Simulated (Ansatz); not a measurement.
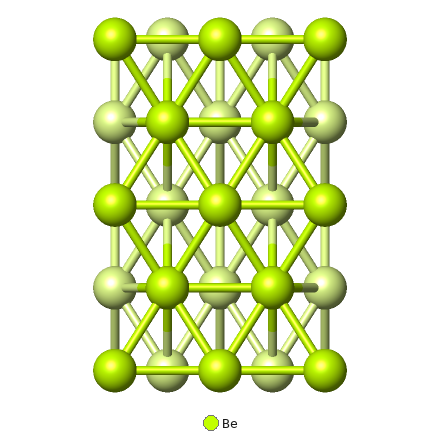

The system is F on a Be(100) slab cut from the P6_3/mmc phase, its upper half relaxed before the scan (24 atoms of substrate and one adsorbate in a 2 × 2 cell); the picture shows it without the atoms that are moved over the map. F is moved over the surface cell; relaxed at each place: the height of the adsorbate's atoms; substrate rigid; the origin of the map has the adsorbate above Be21. Places are given modulo a cell vector. The map is drawn in real space over the plane of the surface. The scan uses a 6 × 8 grid; 20 points were computed and 28 follow by symmetry. Places are given in fractions of the 1 × 1 surface cell. Energies are in eV, from the lowest grid point. The runs have no spin polarisation; a magnetic state may lie lower. Computed with DFT PBE, scalar-relativistic, plane waves, PAW (Ansatz 0.2.0). Settings: cutoff 420 eV, k-mesh 6×4×1, gaussian smearing 0.1 eV, no spin polarisation.

Range: position of F25 along the first surface vector from 0.000 to 0.833; position of F25 along the second surface vector from 0.000 to 0.875.

Question: What landscape does the calculation give?

Answer: The lowest grid point is at a bridge site between two Be atoms, over a third-layer Be atom, (3/6, 0/8) of the cell vectors. No other kind of well shows on this grid. The highest grid point, a fourfold hollow over a second-layer Be atom, (3/6, 4/8) of the cell vectors, lies 1.31 eV above the lowest. On the interpolated surface the easiest way out of the lowest well to its copy in the next cell or period passes a barrier of about 0.43 eV. At the lowest point the adsorbate has 2 Be at 1.67 Å as nearest neighbours, at the highest 1 Be at 1.64 Å. Its relaxed height above the top atom is 1.23 Å at the lowest and 1.20 Å at the highest point.

```tsv
second ↓, first →	0/6	1/6	2/6	3/6	4/6	5/6
7/8	0.48	0.43	0.26	0.09	0.26	0.43
6/8	0.61	0.57	0.48	0.41	0.48	0.57
5/8	0.77	0.85	0.96	1.01	0.96	0.85
4/8	0.95	1.11	1.27	1.31	1.27	1.11
3/8	0.77	0.85	0.96	1.01	0.96	0.85
2/8	0.61	0.57	0.48	0.41	0.48	0.57
1/8	0.48	0.43	0.26	0.09	0.26	0.43
0/8	0.43	0.37	0.19	0.00	0.19	0.37
```

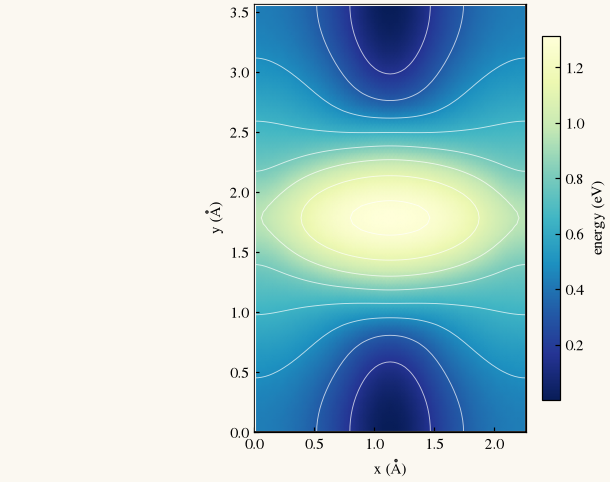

In the figure: a smooth colour map with a few white contour lines, the outline of one cell of the plane. Between grid points the surface is interpolated.

The whole map (20 points run) took 16 min on 4 threads of Arm Neoverse V1 (shared host).
